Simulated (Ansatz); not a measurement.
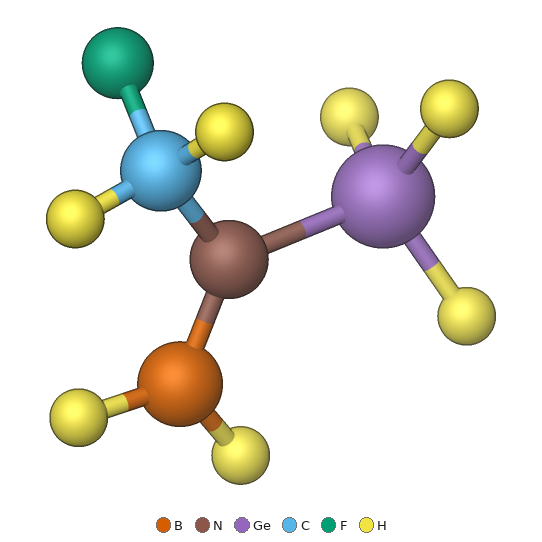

The computed structure is the end point of a PBE0-D4/def2-TZVP optimisation. No frequency run is at hand to confirm it as a minimum.

Draw it as a skeletal formula.

SMILES: B[N]([GeH3])CF

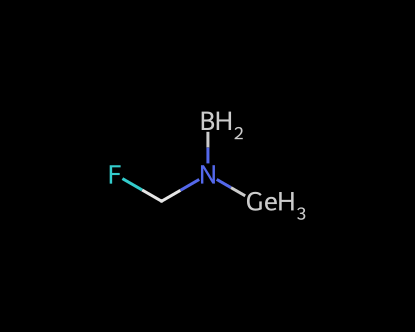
